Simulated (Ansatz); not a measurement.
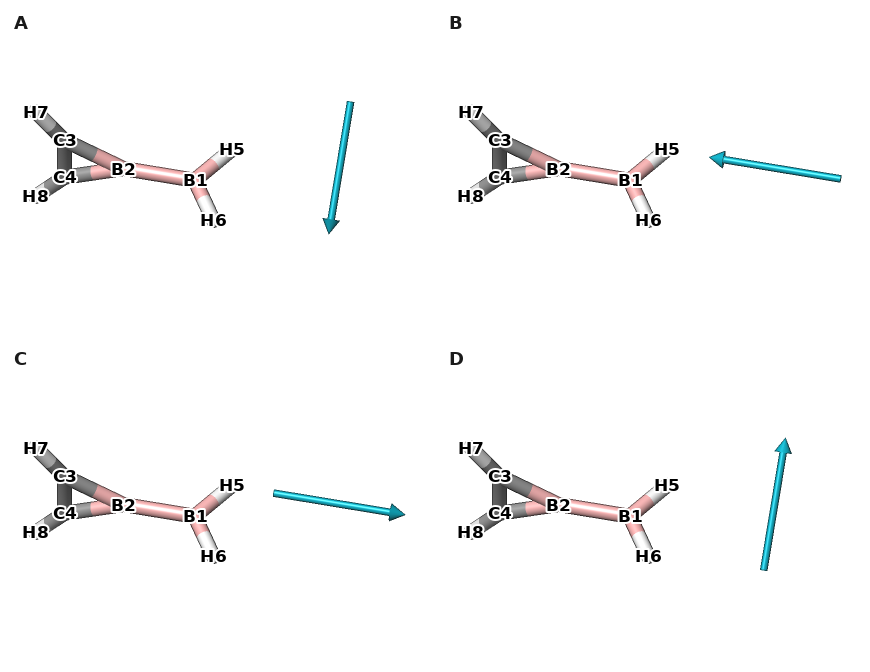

The same molecule four times, each with an arrow. The geometry was computed by an optimisation with PBE-D4/def2-SVP. No frequency run is at hand to confirm it as a minimum. Level of theory: RKS PBE-D4/def2-SVP (Ansatz 0.2.0).

### Which arrow points along the dipole moment, from the negative to the positive end?

B. The dipole moment is 1.86 D; it points from the side of H5, H6 to the side of H7, H8 (the outermost atoms at the two ends).
